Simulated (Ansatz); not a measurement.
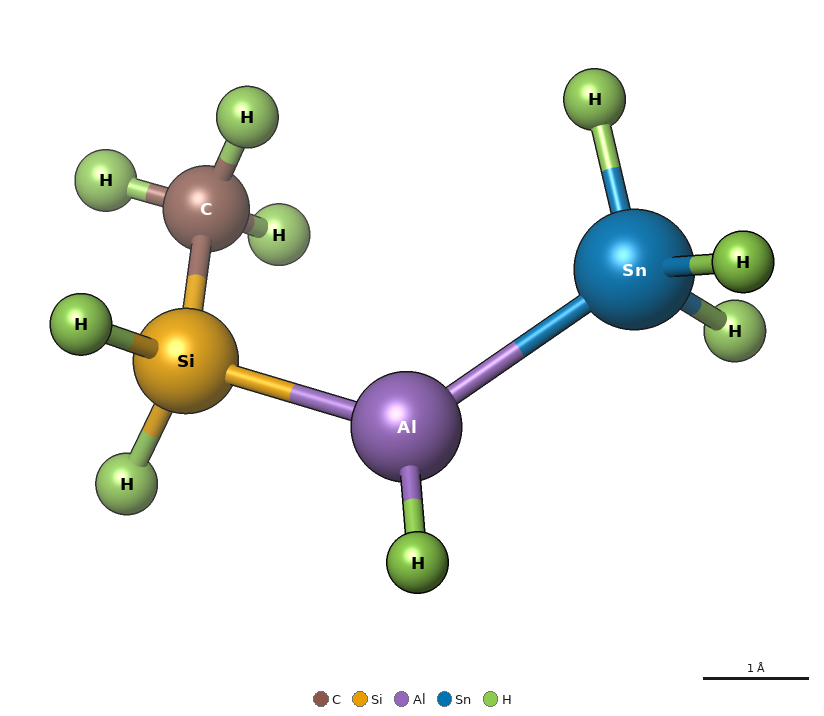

Distant atoms are faded towards the background colour. Computed geometry: PBE0-D4/def2-TZVP optimisation. No frequency run is at hand to confirm it as a minimum. Masses are those of the most abundant isotopes; constants are for the rigid equilibrium geometry.

Question: What kind of rotor is it, and what are its rotational constants in cm⁻¹?

Answer: An asymmetric top (C1): A = 0.143, B = 0.0246, C = 0.0214 cm⁻¹. Ray's parameter κ is −0.95, close to the prolate limit.
